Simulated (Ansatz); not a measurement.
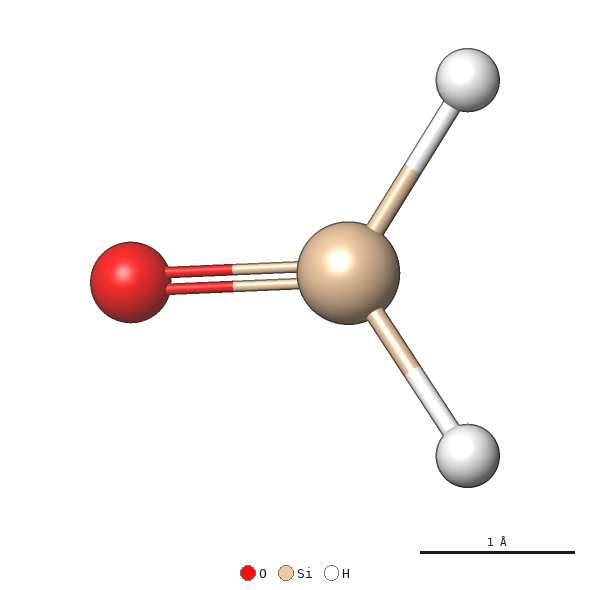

Ball-and-stick drawing of a structure.

The geometry was computed by an optimisation with PBE0-D4/def2-TZVP.

> Which formula does it have?

H2OSi, 4 atoms: 2 hydrogen, 1 oxygen and 1 silicon.

> Give the symmetry (Schoenflies symbol).

C2v.

The parts below concern this one geometry. Atoms keep their numbers from picture to picture.

## Charges

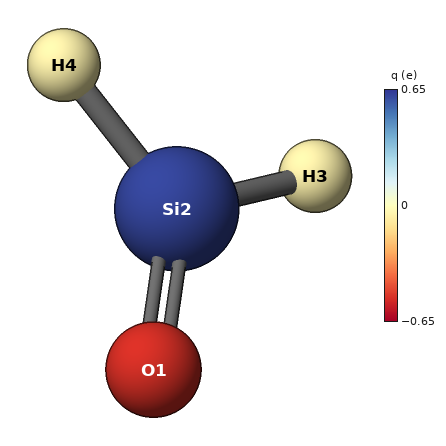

Atoms are coloured by their Mulliken charges. Level of theory: RKS B3LYP-D4/def2-TZVPP (Ansatz 0.2.0).

Give the Mulliken charges atom by atom.

```
atom  value (e)
  O1      −0.51
 Si2       0.61
  H3      −0.05
  H4      −0.05
```

## Dipole moment

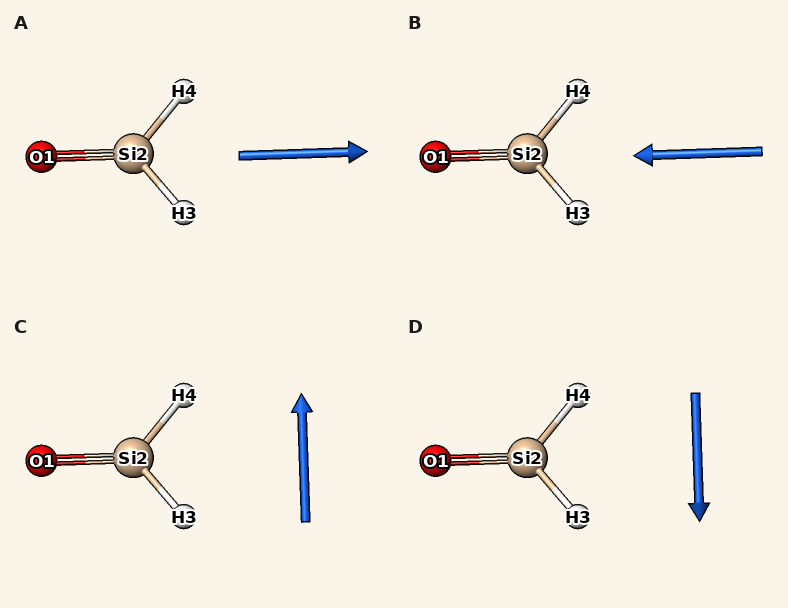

The same molecule four times, each with an arrow. Level of theory: RKS PBE-D4/def2-TZVPP (Ansatz 0.2.0).

> Which arrow points along the dipole moment, from the negative to the positive end?

A. The dipole moment is 3.38 D; it points from the side of O1 to the side of H3, H4 (the outermost atoms at the two ends).

## Thermal motion

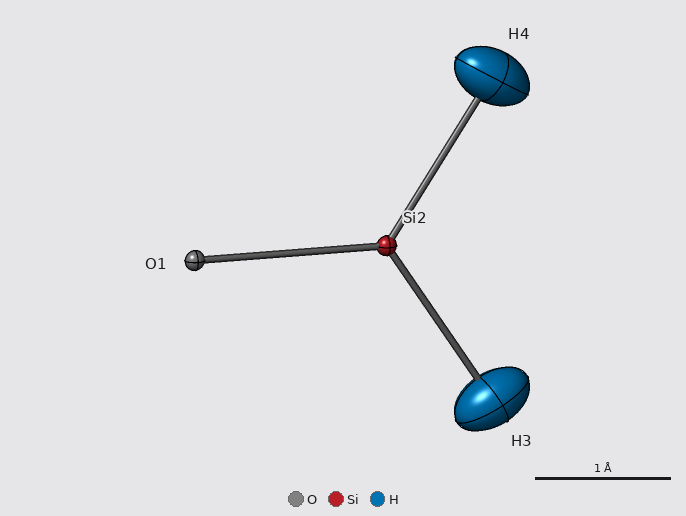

Displacement ellipsoids at the 50 % level, enlarged 1.5 times, from the internal vibrations of the free molecule (harmonic, no overall translation or rotation; no half-axis is drawn under 0.075 Å). Vibrations computed with RKS PBE0-D4/def2-TZVP (Ansatz 0.2.0). Temperature: 298 K.

Give the displacement parameters, one line for each set of equivalent atoms.

```csv
atom,U_eq (Å²),rms amplitudes (Å)
O1,0.00026,"0.007, 0.012, 0.024"
Si2,0.00015,"0.011, 0.011, 0.014"
"H3, H4",0.0121,"0.086, 0.103, 0.136"
```

Mulliken values depend strongly on the basis set and can even reverse the polarity of a bond.
